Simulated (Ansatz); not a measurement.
Pressure series in hypothetical fluorite TaGe2

The reference is TaGe$_{2}$ in the fluorite structure (space group Fm-3m, No. 225; a = 6.230 Å; a hypothetical phase, not in the database extracts checked).

Cell and atoms are relaxed at each pressure.

The values are results of plane-wave PAW DFT at the r2SCAN level (Ansatz, a first-principles code, 500 eV), no spin-orbit coupling, not measurements.

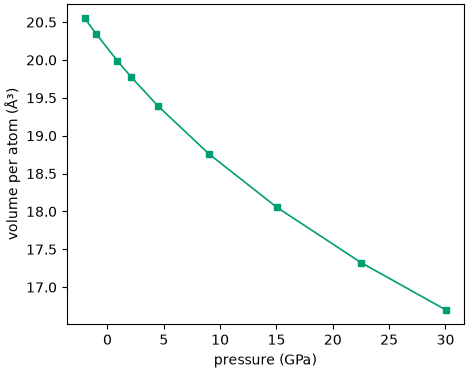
Figure: Volume against pressure

Problem. Estimate the zero-pressure bulk modulus from the plot.

Solution. About 110 GPa; a third-order Birch–Murnaghan fit to the points gives V₀ = 20.15 Å³/atom, B₀ = 110 GPa and B₀′ = 4.1.

Load acts through the strain it causes; cell and atoms are relaxed under it. Stability against distortions was not tested. Competing high-pressure phases were not computed. All final runs are without spin polarisation. An odd electron count without spin: TaGe2. TaGe2 has a high density of states at the Fermi level and may be magnetic at this level.
